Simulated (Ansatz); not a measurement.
**SiSF+ (triplet): one geometry, many settings**

What do other methods and options give for SiSF+ (triplet) at this geometry, and how long do they take?

The runs use Ansatz 0.2.0, Gaussian basis; the settings change from run to run.

32 further runs of the same task are left out: 13 for a known fault of the program, 7 that didn't finish, 12 set aside as unsound or not needed.

## (1) The geometry

The geometry is a PBE0/def2-TZVP stationary point (not a proven minimum) of the parent state, kept for this charge and spin.

3 atoms, charge 1, spin multiplicity 3.

Atoms are counted from 1 here; the program's logs count them from 0.

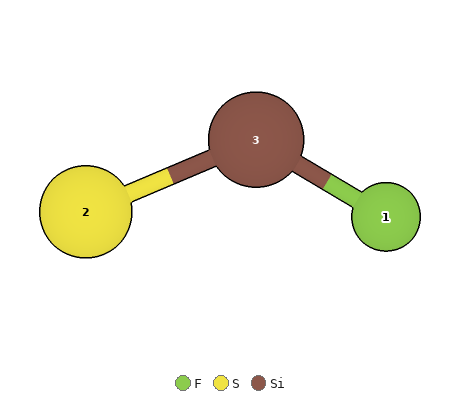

The geometry (fluorine green, sulfur yellow, silicon brown); atoms are numbered from 1 in the order of the file.

## (2) CCSD on ROHF/cc-pVDZ

in.yaml

```yaml
crystal:
  periodic: [false, false, false]
  atoms:
    - {symbol: F, position_ang: [0.000000, 0.422766, 1.742822]}
    - {symbol: S, position_ang: [0.000000, 0.166918, -1.408718]}
    - {symbol: Si, position_ang: [0.000000, -0.476548, 0.429393]}
basis:
  gaussian: {orbitals: cc-pVDZ}
total_charge: 1
magnetization: {spin_polarized: false, initial_magnetization: 2}
correlation: {method: ccsd, electrons: outside_noble_gas}
```

Launch:

```
$ ansatz run in.yaml --threads 1 --pin off --events-out ev --progress --plain --max-ram 2393MiB
```

Output, shortened:

```text
Functional definition: HF
  name "HF"
  cite "Fock, Z. Phys. 61, 126 (1930) doi:10.1007/BF01340294"
  parent pbe
[...]
506 factors; integrals over basis functions are off by at most 8.1e-4 eV
[...]
mean field -21377.17554837 eV, -785.5967114325 hartree, gradient 1.5e-6 eV, S^2 2.000000; 8 other end points of the search recorded, 0 dependent functions left out
[...]
determinant -21377.17554837 eV, -785.5967114325 hartree, with singles and doubles -21387.42023805 eV, -785.9731968343 hartree
determinant -21376.89917452 eV, -785.5865548809 hartree, with singles and doubles -21387.15993227 eV, -785.9636307731 hartree
determinant -21373.81186338 eV, -785.4730982892 hartree, with singles and doubles -21384.37784076 eV, -785.8613907960 hartree
determinant -21377.17554837 eV, -785.5967114325 hartree, with singles and doubles -21387.42293099 eV, -785.9732957979 hartree
determinant -21376.89917452 eV, -785.5865548809 hartree, with singles and doubles -21387.16430250 eV, -785.9637913764 hartree
11 core orbitals not correlated: weight in the atoms' cores, before any rotation towards them, 1.000 or more for the frozen orbitals, at most 0.000 for the correlated occupied ones
reference -21377.17554837 eV, -785.5967114325 hartree; 9, 7 occupied and 30, 32 virtual orbitals, 506 factors
second order -9.53342116 eV of doubles, -0.09454958 eV of singles
cycle   1  -10.24738931 eV  change   -6.7e-6 eV  update   2.9e-6
Total energy: -21387.42293768 eV, -785.9732960437 hartree
```

Wall time 25 s (1 thread of AMD EPYC, shared host).

From the report: correlation -10.2474 eV; T1 0.025; largest double amplitude 0.06.

## (3) MP2 on UHF/cc-pVDZ

in.yaml, as its differences from that of step 2:

```diff
@@ -9,3 +9,4 @@
 total_charge: 1
-magnetization: {spin_polarized: false, initial_magnetization: 2}
-correlation: {method: ccsd, electrons: outside_noble_gas}
+magnetization: {spin_polarized: true, initial_magnetization: 2}
+correlation: {method: mp2, electrons: all}
+scf: {lower_state_search: off}
```

Same command.

Output, shortened:

```text
Functional definition: HF
  name "HF"
  cite "Fock, Z. Phys. 61, 126 (1930) doi:10.1007/BF01340294"
  parent pbe
[...]
506 factors; integrals over basis functions are off by at most 8.1e-4 eV
[...]
mean field -21377.32530418 eV, -785.6022148571 hartree, gradient 2.9e-6 eV, S^2 2.012676; 0 other end points of the search recorded, 0 dependent functions left out
reference -21377.32530418 eV, -785.6022148571 hartree; 20, 18 occupied and 30, 32 virtual orbitals, 506 factors
second order -9.88776955 eV of doubles, -0.00000000 eV of singles
Total energy: -21387.21307373 eV, -785.9655836857 hartree
Checks for a lower state left out: stability, starts, cluster_reference, orbital_swaps, neighbouring_geometries, increment
```

Wall time 1.2 s (1 thread of AMD EPYC, shared host).

From the report: ⟨S²⟩ of the determinant 2.013 (pure triplet: 2.00).

## (4) CASSCF(12,8)/cc-pVDZ

in.yaml

```yaml
crystal:
  periodic: [false, false, false]
  atoms:
    - {symbol: F, position_ang: [0.000000, 0.422766, 1.742822]}
    - {symbol: S, position_ang: [0.000000, 0.166918, -1.408718]}
    - {symbol: Si, position_ang: [0.000000, -0.476548, 0.429393]}
basis:
  gaussian: {orbitals: cc-pVDZ, fitting: {mean_field: def2-universal-jkfit}}
total_charge: 1
magnetization: {spin_polarized: false, initial_magnetization: 2}
correlation: {active_space: {window: {electrons: 12, orbitals: 8}}}
output: {forces: true}
```

Launched as before.

Output, shortened:

```text
Functional definition: HF
  name "HF"
  cite "Fock, Z. Phys. 61, 126 (1930) doi:10.1007/BF01340294"
  parent pbe
[...]
333 factors; integrals over basis functions are off by at most 1.8e-1 eV
[...]
mean field -21377.17417305 eV, -785.5966608905 hartree, gradient 9.0e-7 eV, S^2 2.000000; 7 other end points of the search recorded, 0 dependent functions left out
reference -21377.17417305 eV, -785.5966608905 hartree; 20, 18 occupied and 30, 32 virtual orbitals, 333 factors
state -21377.75737918 eV, -785.6180933206 hartree
[...]
Total energy: -21377.75737918 eV, -785.6180933206 hartree
Atom 0 at     0.000000     0.422766     1.742822 Å, force    -0.000000     0.535362     0.058898 eV/Å
Atom 1 at     0.000000     0.166918    -1.408718 Å, force     0.000000     1.416694    -3.036446 eV/Å
Atom 2 at     0.000000    -0.476548     0.429393 Å, force    -0.000000    -1.952057     2.977548 eV/Å
Dipole moment:     0.000000    -0.450299    -0.231019 e Å
```

Wall time 34 s (1 thread of AMD EPYC, shared host).

From the report: 784 determinants; active occupations 2.00, 2.00, 2.00, 2.00, 1.98, 1.00, 1.00, 0.02.

## (5) CCSD/6-31G*

in.yaml

```yaml
crystal:
  periodic: [false, false, false]
  atoms:
    - {symbol: F, position_ang: [0.000000, 0.422766, 1.742822]}
    - {symbol: S, position_ang: [0.000000, 0.166918, -1.408718]}
    - {symbol: Si, position_ang: [0.000000, -0.476548, 0.429393]}
basis:
  gaussian: {orbitals: "6-31G*"}
total_charge: 1
magnetization: {spin_polarized: false, initial_magnetization: 2}
hamiltonian: {xc: {name: PBE0}}
correlation: {method: ccsd, electrons: outside_noble_gas, diis_vectors: 2}
accuracy: high
scf: {omitted_lower_state_checks: [cluster_reference]}
output: {forces: true}
```

The command is unchanged.

Output, shortened:

```text
Functional definition: PBE0
  name "PBE0"
  cite "Adamo & Barone, J. Chem. Phys. 110, 6158 (1999) doi:10.1063/1.478522"
  cite "Perdew, Burke & Ernzerhof, Phys. Rev. Lett. 77, 3865 (1996) doi:10.1103/PhysRevLett.77.3865"
  parent pbe
[...]
941 factors; integrals over basis functions are off by at most 3.3e-9 eV
[...]
mean field -21409.39854231 eV, -786.7808846183 hartree, gradient 7.4e-8 eV, S^2 2.000000; 4 other end points of the search recorded, 0 dependent functions left out
11 core orbitals not correlated: weight in the atoms' cores, before any rotation towards them, 1.000 or more for the frozen orbitals, at most 0.000 for the correlated occupied ones
reference -21375.74574043 eV, -785.5441669600 hartree; 9, 7 occupied and 33, 35 virtual orbitals, 941 factors
second order -9.50762329 eV of doubles, -0.43410619 eV of singles
cycle   1  -9.57067422 eV  change    3.5e-1 eV  update   1.2e-1
[...]
cycle  33  -10.00944077 eV  change   -2.0e-9 eV  update   1.9e-9
[...]
Total energy: -21385.75518120 eV, -785.9120071238 hartree
Atom 0 at     0.000000     0.422766     1.742822 Å, force    -0.000000    -0.223111    -1.028428 eV/Å
Atom 1 at     0.000000     0.166918    -1.408718 Å, force     0.000000     1.439322    -3.129605 eV/Å
Atom 2 at     0.000000    -0.476548     0.429393 Å, force     0.000000    -1.216212     4.158033 eV/Å
Dipole moment:     0.000000    -0.394320    -0.253610 e Å
Checks for a lower state left out: cluster_reference
```

Run time: 82 s. Hardware: 1 thread of AMD EPYC, shared host; peak memory 0.26 GiB.

From the report: correlation -10.0094 eV; T1 0.014; largest double amplitude 0.06. The orbitals are Kohn-Sham ones, so correlation energy and T1 don't compare with those on Hartree-Fock orbitals.

## (6) BCCD on ROHF/cc-pVDZ

in.yaml

```yaml
crystal:
  periodic: [false, false, false]
  atoms:
    - {symbol: F, position_ang: [0.000000, 0.422766, 1.742822]}
    - {symbol: S, position_ang: [0.000000, 0.166918, -1.408718]}
    - {symbol: Si, position_ang: [0.000000, -0.476548, 0.429393]}
basis:
  gaussian: {orbitals: cc-pVDZ}
total_charge: 1
magnetization: {spin_polarized: false, initial_magnetization: 2}
correlation: {method: bccd, electrons: outside_noble_gas}
```

Same command.

Output, shortened:

```text
Functional definition: HF
  name "HF"
  cite "Fock, Z. Phys. 61, 126 (1930) doi:10.1007/BF01340294"
  parent pbe
[...]
506 factors; integrals over basis functions are off by at most 8.1e-4 eV
[...]
mean field -21377.17554837 eV, -785.5967114325 hartree, gradient 1.5e-6 eV, S^2 2.000000; 8 other end points of the search recorded, 0 dependent functions left out
[...]
determinant -21377.17554837 eV, -785.5967114325 hartree, with singles and doubles -21387.42023805 eV, -785.9731968343 hartree
determinant -21376.89917452 eV, -785.5865548809 hartree, with singles and doubles -21387.15993227 eV, -785.9636307731 hartree
determinant -21373.81186338 eV, -785.4730982892 hartree, with singles and doubles -21384.37784076 eV, -785.8613907960 hartree
determinant -21377.17554837 eV, -785.5967114325 hartree, with singles and doubles -21387.42293099 eV, -785.9732957979 hartree
determinant -21376.89917452 eV, -785.5865548809 hartree, with singles and doubles -21387.16430250 eV, -785.9637913764 hartree
11 core orbitals not correlated: weight in the atoms' cores, before any rotation towards them, 1.000 or more for the frozen orbitals, at most 0.000 for the correlated occupied ones
reference -21377.17554837 eV, -785.5967114325 hartree; 9, 7 occupied and 30, 32 virtual orbitals, 506 factors
second order -9.53342116 eV of doubles, -0.09454958 eV of singles
cycle   1  -10.21153666 eV  change    3.6e-2 eV  update   1.6e-2
[...]
cycle   9  -10.21291891 eV  change    2.0e-6 eV  update   1.3e-5
Total energy: -21387.38846728 eV, -785.9720292800 hartree
```

Wall time 23 s (1 thread of AMD EPYC, shared host).

From the report: correlation -10.2129 eV; largest double amplitude 0.06.

## (7) CCSD/cc-pVDZ

in.yaml, as its differences from that of step 6:

```diff
@@ -10,2 +10,3 @@
 magnetization: {spin_polarized: false, initial_magnetization: 2}
-correlation: {method: bccd, electrons: outside_noble_gas}
+hamiltonian: {xc: {name: r2SCAN}}
+correlation: {method: ccsd, electrons: valence}
```

The command is unchanged.

Output, shortened:

```text
Functional definition: r2SCAN
  name "r2SCAN"
  cite "Furness, Kaplan, Ning, Perdew & Sun, J. Phys. Chem. Lett. 11, 8208 (2020) doi:10.1021/acs.jpclett.0c02405"
  cite "Furness, Kaplan, Ning, Perdew & Sun, J. Phys. Chem. Lett. 11, 9248 (2020) doi:10.1021/acs.jpclett.0c03077"
  parent r2scan
[...]
506 factors; integrals over basis functions are off by at most 8.1e-4 eV
[...]
mean field -21417.49339975 eV, -787.0783651423 hartree, gradient 6.1e-7 eV, S^2 2.000000; 5 other end points of the search recorded, 0 dependent functions left out
[...]
11 core orbitals not correlated: weight in the atoms' cores, before any rotation towards them, 1.000 or more for the frozen orbitals, at most 0.000 for the correlated occupied ones
reference -21376.55725777 eV, -785.5739896721 hartree; 9, 7 occupied and 30, 32 virtual orbitals, 506 factors
second order -10.21015629 eV of doubles, -0.51355398 eV of singles
cycle   1  -10.26154108 eV  change    4.4e-1 eV  update   1.2e-1
[...]
cycle  12  -10.73645083 eV  change   -1.2e-5 eV  update   1.6e-5
Total energy: -21387.29370860 eV, -785.9685469626 hartree
```

Run time: 29 s. Hardware: 1 thread of AMD EPYC, shared host.

From the report: correlation -10.7365 eV; T1 0.018; largest double amplitude 0.06. The orbitals are Kohn-Sham ones, so correlation energy and T1 don't compare with those on Hartree-Fock orbitals.

## (8) All runs side by side

Where basis and cores are those of an earlier UCCSDT(Q)/cc-pVDZ run (-21387.7711 eV), and the state is the same kind, the miss against it is given.

| level | correlated | functions | energy (eV) | from UCCSDT(Q) (meV) | time |
| --- | --- | --- | --- | --- | --- |
| CCSD on ROHF/cc-pVDZ | outside noble gas | 50 | -21387.4229 | 348.2 | 25 s |
| MP2 on UHF/cc-pVDZ | all | 50 | -21387.2131 |  | 1.2 s |
| CASSCF(12,8)/cc-pVDZ |  | 50 | -21377.7574 | 10013.7 | 34 s |
| CCSD/6-31G* (on PBE0 orbitals) | outside noble gas | 53 | -21385.7552 |  | 82 s |
| BCCD on ROHF/cc-pVDZ | outside noble gas | 50 | -21387.3885 | 382.6 | 23 s |
| CCSD/cc-pVDZ (on r2SCAN orbitals) | valence | 50 | -21387.2937 | 477.4 | 29 s |

## (9) Results

```
quantity                                 value
    runs                                     6
quickest             MP2 on UHF/cc-pVDZ, 1.2 s
 slowest  CCSD/6-31G* (on PBE0 orbitals), 82 s
```

Total energies in different bases, with other cores or another treatment of relativity can't be set against each other. CCSD/6-31G* (on PBE0 orbitals) took 67 times as long as MP2 on UHF/cc-pVDZ; the jobs differ in more than the method. Among the correlated runs with a miss given, it spans +348 to +477 meV. Hartree-Fock, CASSCF and CASCI lack dynamic correlation by design. Cores frozen from Kohn-Sham orbitals shift the total energy.
